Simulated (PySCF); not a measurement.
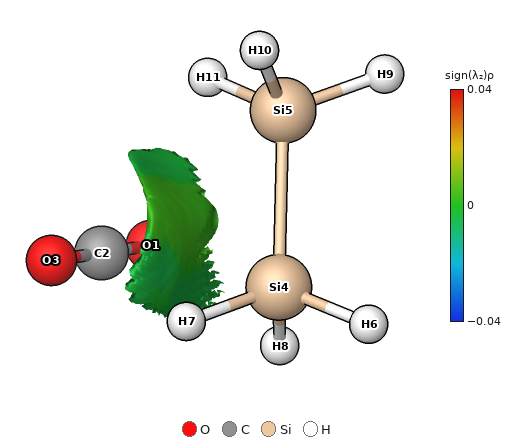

*CH$_{6}$O$_{2}$Si$_{2}$, SMILES `O=C=O.[SiH3][SiH3]`. Non-covalent interaction surfaces between the fragments (reduced density gradient s = 0.5, coloured by sign(λ₂)ρ in a.u.; trimmed to the region between the fragments where ρ is under 0.06 a.u.). Fragment A: CO2 (atoms 1–3); fragment B: Si2H6.*

Level of theory: r2SCAN/def2-SVP (PySCF), at a geometry from GFN2-xTB.

Interpret the surfaces between the fragments.

Bond critical points between the fragments: O3···H8, 3.20 Å, ρ = 0.005 a.u.; O3···H11, 3.14 Å, ρ = 0.004 a.u. All are weak and appear green (van der Waals range). Several contacts close a ring, whose ring point adds a part with positive λ₂ between them. The pose is a local one from a semi-empirical search, not shown to be the most stable.

How strongly are they bound?

The counterpoise-corrected interaction energy of the frozen fragments is −0.7 kcal/mol without dispersion correction and −1.3 kcal/mol with D3(BJ). The pair geometry is semi-empirical, not a minimum at this level.
